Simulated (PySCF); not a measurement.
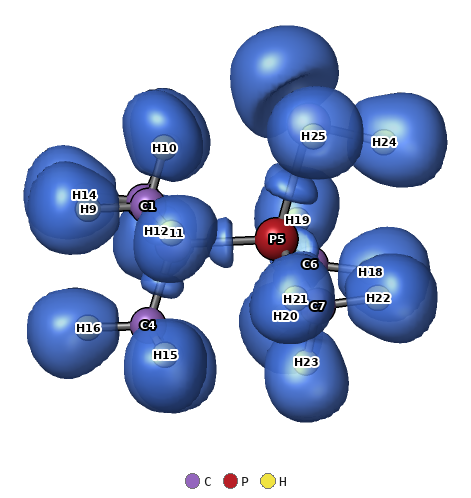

Figure. C₆H₁₇P₂ (SMILES CC(C)(C)[P+](C)(C)P) (charge +1). Isosurface of the electron localisation function at 0.85 (blue), seen from one side. Core shells and regions of very low density are left out.

Geometry: GFN2-xTB.

Theory: PySCF 2.14.0, PBE0/pcSseg-1, SCF density, gas phase, non-relativistic.

| atom | x (Å) | y (Å) | z (Å) |
| --- | --- | --- | --- |
| C | 1.4481 | 1.4681 | 0.2482 |
| C | 0.9961 | 0.0330 | -0.0106 |
| C | 1.5599 | -0.9025 | 1.0552 |
| C | 1.3883 | -0.4219 | -1.4121 |
| P | -0.8604 | 0.0022 | 0.1683 |
| C | -1.4546 | -1.7132 | 0.2456 |
| C | -1.6597 | 0.7450 | -1.2931 |
| P | -1.3696 | 0.9585 | 2.0489 |
| H | 2.5275 | 1.5397 | 0.1335 |
| H | 1.2023 | 1.7760 | 1.2662 |
| H | 0.9953 | 2.1659 | -0.4552 |
| H | 1.3399 | -1.9433 | 0.8281 |
| H | 1.1595 | -0.6607 | 2.0410 |
| H | 2.6413 | -0.7944 | 1.1015 |
| H | 1.0556 | 0.2847 | -2.1695 |
| H | 2.4723 | -0.4883 | -1.4757 |
| H | 0.9844 | -1.4062 | -1.6429 |
| H | -2.5407 | -1.7184 | 0.1514 |
| H | -1.1787 | -2.1559 | 1.2019 |
| H | -1.0283 | -2.3018 | -0.5659 |
| H | -1.2688 | 1.7453 | -1.4734 |
| H | -2.7334 | 0.8110 | -1.1156 |
| H | -1.4808 | 0.1203 | -2.1669 |
| H | -2.7258 | 0.6682 | 1.8575 |
| H | -1.4805 | 2.2130 | 1.4428 |

### Where are the electrons localised?

The surface consists of three regions between bonded C–C atoms (shared pairs), three regions between bonded C–P atoms (shared pairs), one region between bonded P–P atoms (shared pairs), 17 regions around hydrogen nuclei and one lobe on P, pointing away from the bonds (lone pairs). Profiles from the grid: C–C (1.52 Å): the ELF peaks at about 0.95 between the atoms: a shared electron pair. C–P (1.82 Å): the ELF peaks at about 0.95 between the atoms: localised, covalent bonding.
